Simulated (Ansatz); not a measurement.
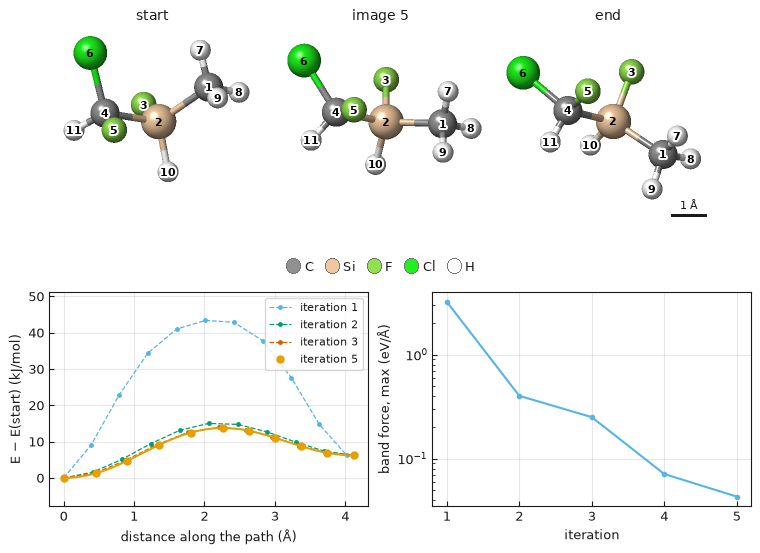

A nudged-elastic-band calculation for C$_{2}$H$_{5}$ClF$_{2}$Si. Images are numbered from 0 (start) to 10 (end). The plot follows the band through its iterations. The picture is a ball-and-stick view, seen from a free direction.

Computed with RHF/def2-SVP (Ansatz). Settings: 9 movable images; climbing image; force threshold 0.05 eV/Å; iteration limit 60; starting path by image-dependent pair potential.

Q: Did the band converge, and can the barrier be trusted?

A: The result is final at these settings. The band converged in 5 iterations. The largest component of the band force went from 3.2 to 0.043 eV/Å. The climbing image converged on the top of the path. Its vibrational analysis gives one imaginary mode (54i cm⁻¹), as a transition state must have. The first iteration put the highest image at 43.4 kJ/mol. Forward barrier 13.8 kJ/mol, backward barrier 7.5 kJ/mol, with image 5 at the top; the reaction energy is +6.2 kJ/mol.

Cost: 120 s on 2 threads of Intel(R) Xeon(R) Platinum 8375C CPU @ 2.90GHz (Ice Lake), with other jobs on the host, peak memory 0.29 GiB.
